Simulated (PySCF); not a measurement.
Input file:

```
{"job": {"kind": "uv", "xc": "B3LYP", "basis": "def2-SVPD", "dynamic": true, "nstates": 6, "ntriplets": 0}, "charge": 0, "multiplicity": 1}
C      2.976749     0.305522    -0.069113
C      2.173061    -0.738699     0.151462
C      1.006491    -1.135090    -0.691624
Si    -0.615570    -0.723064     0.153769
O     -0.597833    -1.593284     1.566741
O     -1.948594    -1.238459    -0.709437
C     -0.770354     1.112755     0.449507
C     -1.905917     1.788019     0.233270
H      2.852278     0.948938    -0.946750
H      3.791685     0.551064     0.616456
H      2.335683    -1.348043     1.048867
H      1.034374    -0.625975    -1.670106
H      1.003254    -2.222360    -0.881642
H     -1.355679    -1.470666     2.145762
H     -2.123409    -0.791052    -1.541731
H      0.102450     1.664427     0.822645
H     -1.997126     2.865110     0.415179
H     -2.807266     1.283401    -0.134989
```

Launched as:

```sh
OMP_NUM_THREADS=1 python probes_run.py task.json out
```

Geometry: PBE0-D3(BJ)/def2-SVP.

Level of theory: PySCF, B3LYP/def2-SVPD, SCF density, gas phase.

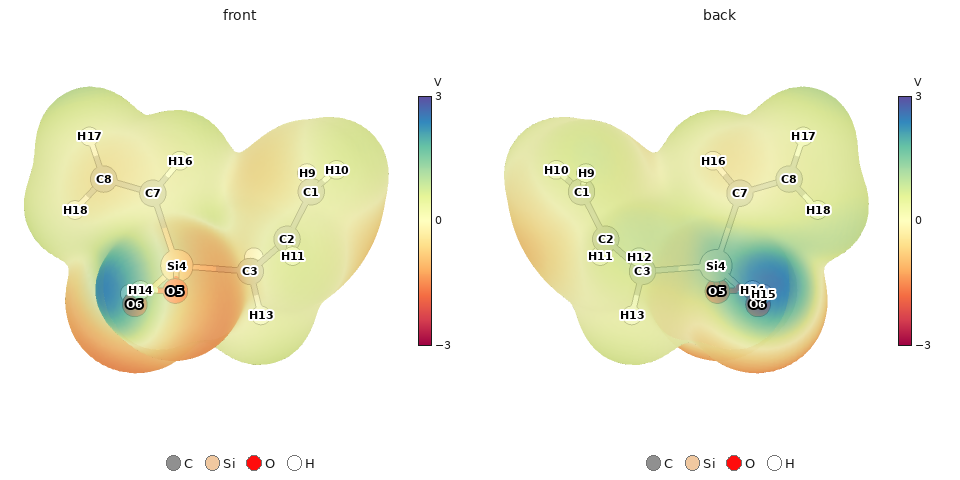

C₅H₁₀O₂Si. The molecular electrostatic potential painted on the density surface at 0.002 e/bohr³, seen from the front and from behind; red is negative and blue positive.

> Where is the surface potential most negative and most positive?

The most negative region (about −1.4 V) lies over O5 and O6, the most positive (about +2.4 V) over H15.
